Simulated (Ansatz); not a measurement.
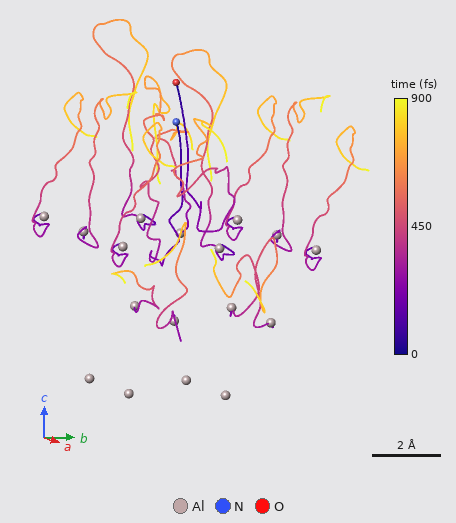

Molecular dynamics of NO on Al(111) (14 atoms in the cell), 900 fs long. Lines trace each atom's path, coloured by time; spheres stand at the starting positions. Fixed atoms have no trace. Seen slightly off an axis in the simulation cell, with the vacuum cut short.

Level of theory: Ansatz 0.2.0, DFT LDA, scalar-relativistic, plane waves, PAW. Settings: plane-wave cutoff 420 eV; k-point mesh 2 × 2 × 1; Fermi-Dirac smearing 0.1 eV; low-accuracy preset; 4 atoms held fixed; constant energy (NVE); time step 4.5 fs; at the start 2 atoms move with typed velocities and the others are at rest.

Describe the motion.

Answer. In the second half of the run the atoms are, in the root-mean-square, this far from where they began (common drift taken out): Al 2.95 Å, O 2.67 Å, N 1.58 Å. Against the typical shortest distance between atoms in the first frame, about 2.9 Å these are large excursions, but over 900 fs one can't yet tell strong vibration from the start of diffusion. 6 of the 10 free atoms end more than three quarters of that spacing from the start. Bond changes: one N–O bond breaks at about 207 fs. The total energy moves between −12 and 6 meV per atom from its start, in jumps that begin near 0 fs. That is too much for reliable dynamics. The time step of 4.5 fs is long for the fastest vibrations here (lightest element nitrogen).

Limits of the set-up: the cell has an odd number of electrons but was run without spin polarisation; the k-point mesh is coarse for a cell with partly filled bands; the program's low-accuracy preset was used; the periodic images lie only 5.7 Å apart, so the values are limited by the cell's size.
